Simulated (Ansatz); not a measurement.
# BClF2 (chlorodifluoroborane) at wB97X/STO-3G

Aim: the energy change on altering one bond length of BClF2 (chlorodifluoroborane) at wB97X/STO-3G, from 2 runs. 

The results are computed with Ansatz 0.2.0.

66 further runs of the same task are left out: 7 that didn't finish, 59 set aside as unsound or not needed.

## 1. The molecule

The species is BClF2 (4 atoms), meant as a singlet with charge 0. SMILES: `FB(F)Cl`. The shape is that of a PBE0-D4/def2-TZVP optimisation.

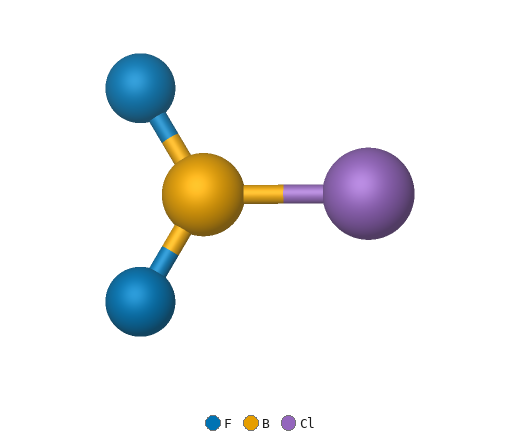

The structure, seen from a chosen angle (fluorine blue, boron amber, chlorine purple).

## 2. A single-point energy at wB97X/STO-3G

Input file input.yaml:

```yaml
crystal:
  periodic: [false, false, false]
  atoms:
    - {symbol: F, position_ang: [-0.173700, -1.254300, -0.546300]}
    - {symbol: B, position_ang: [-0.067100, -0.041300, -0.062000]}
    - {symbol: F, position_ang: [-1.011600, 0.830100, -0.317700]}
    - {symbol: Cl, position_ang: [1.307900, 0.405300, 0.905700]}
basis:
  gaussian: {orbitals: STO-3G}
hamiltonian: {xc: {name: wB97X}}
accuracy: high
```

Started as:

```sh
$ ansatz run input.yaml --threads 1 --pin off --max-ram 2610MiB --events-out events.jsonl --progress --plain --runs-dir runs
```

Standard output:

```text
Warning: RAYON_NUM_THREADS=1 ignored (pool sized by the plan → 1); use --threads N
Functional definition: wB97X
  name "wB97X"
  parameter omega = 0.3/bohr
  parameter cx = 0.157706
  parameter cx1 = 0.726479
  parameter cx2 = 1.04760
  parameter cx3 = -5.70635
  parameter cx4 = 13.2794
  parameter css1 = -4.33879
  parameter css2 = 18.2308
  parameter css3 = -31.7430
  parameter css4 = 17.2901
  parameter cos1 = 2.37031
  parameter cos2 = -11.3995
  parameter cos3 = 6.58405
  parameter cos4 = -3.78132
  exchange = spin_sum(e_x_unif_sr(omega)*poly(b97_u_x, 1 - cx, cx1, cx2, cx3, cx4)) + cx*exact_x_sr(omega)
      + exact_x_lr(omega)
  correlation = spin_sum(e_c_pw_same_spin*poly(b97_u_same, 1, css1, css2, css3, css4))
      + integral(e_c_pw_opposite_spin*poly(b97_u_opposite, 1, cos1, cos2, cos3, cos4))
443 factors; integrals over basis functions are off by at most 3.2e-8 eV
156 factors; integrals over basis functions are off by at most 5.5e-10 eV
mean field evaluation 1: about -18410.2303 eV, gradient 2.7e1 eV
mean field evaluation 2: about -18412.4168 eV, gradient 1.5e1 eV
mean field evaluation 4: about -18413.0369 eV, gradient 3.0e-1 eV
mean field evaluation 8: about -18413.0177 eV, gradient 2.1e-3 eV
mean field evaluation 16: about -18413.0177 eV, gradient 5.4e-8 eV
mean field -18413.01766535 eV, -676.6659184099 hartree, gradient 1.1e-8 eV, S^2 0.000000; 0 other end points of the search recorded, 0 dependent functions left out
reference -18413.01766424 eV, -676.6659183693 hartree; 20, 20 occupied and 4, 4 virtual orbitals, 443 factors
Total energy: -18413.01766424 eV, -676.6659183693 hartree
```

Run time: 5.4 s. Hardware: 1 thread of Arm Neoverse V1, shared host; peak memory 0.25 GiB.

## 3. The distorted shape at the same level

Input file run.yaml:

```yaml
crystal:
  periodic: [false, false, false]
  atoms:
    - {symbol: F, position_ang: [-0.200353, -1.557585, -0.667389]}
    - {symbol: B, position_ang: [-0.067100, -0.041300, -0.062000]}
    - {symbol: F, position_ang: [-1.011600, 0.830100, -0.317700]}
    - {symbol: Cl, position_ang: [1.307900, 0.405300, 0.905700]}
basis:
  gaussian: {orbitals: STO-3G}
hamiltonian: {xc: {name: wB97X}}
accuracy: high
```

Started as:

```sh
$ ansatz run run.yaml --threads 1 --pin off --max-ram 2610MiB --events-out events.jsonl --progress --plain --runs-dir runs
```

Standard output, shortened:

```text
Warning: RAYON_NUM_THREADS=1 ignored (pool sized by the plan → 1); use --threads N
[... 2 set-up lines as earlier in the session ...]
[...]
      + exact_x_lr(omega)
[...]
      + integral(e_c_pw_opposite_spin*poly(b97_u_opposite, 1, cos1, cos2, cos3, cos4))
441 factors; integrals over basis functions are off by at most 3.3e-8 eV
158 factors; integrals over basis functions are off by at most 5.9e-10 eV
[...]
mean field -18411.36729467 eV, -676.6052684060 hartree, gradient 2.8e-8 eV, S^2 0.000000; 0 other end points of the search recorded, 0 dependent functions left out
reference -18411.36729358 eV, -676.6052683659 hartree; 20, 20 occupied and 4, 4 virtual orbitals, 441 factors
Total energy: -18411.36729358 eV, -676.6052683659 hartree
```

Wall time 5.7 s (1 thread of Arm Neoverse V1, shared host); peak memory 0.25 GiB.

## 4. Summary of results

At wB97X/STO-3G:

| quantity | value |
| --- | --- |
| first shape: total energy | -676.66592 Eh |
| distorted shape: total energy | -676.60527 Eh |
| energy change with the F1–B2 bond stretched from 1.310 to 1.638 Å | 1.650 eV |

**Reading.** With the F1–B2 bond stretched from 1.310 to 1.638 Å the energy rises by 1.65 eV (159 kJ/mol). The first shape isn't relaxed at this level, so the change isn't measured from a minimum. The minimal basis adds a large error of its own.
